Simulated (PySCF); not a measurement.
```
atom    x (Å)    y (Å)    z (Å)
   F  -1.8216  -0.0208   0.6911
   C  -0.5699  -0.0120   0.4355
   C   0.5888  -0.0005   0.1930
   F   1.8406   0.0078  -0.0630
```

Geometry: PBE0-D3(BJ)/def2-TZVP.

Computed with PBE0/pcSseg-2, SCF density, gas phase, non-relativistic (PySCF 2.14.0).

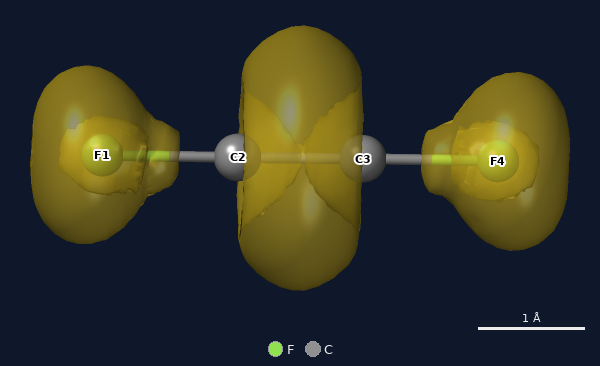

C2F2 (SMILES FC#CF). Isosurface of the ELF at 0.75 (yellow), seen from one side. Only the valence region is drawn (cores and ρ < 0.01 e/Å³ removed).

Q: Describe the localisation domains.

A: The ELF exceeds this value in one region between bonded C–C atoms (shared pairs) and two regions on F in which the atom's valence shell and bonds are merged.

Values along the shortest contacts:
C–C (1.18 Å): the ELF peaks at about 0.75 between the atoms: a short, multiple covalent bond. C–F (1.28 Å): the ELF peaks at about 0.85 between the atoms; a shared but strongly polarised pair.
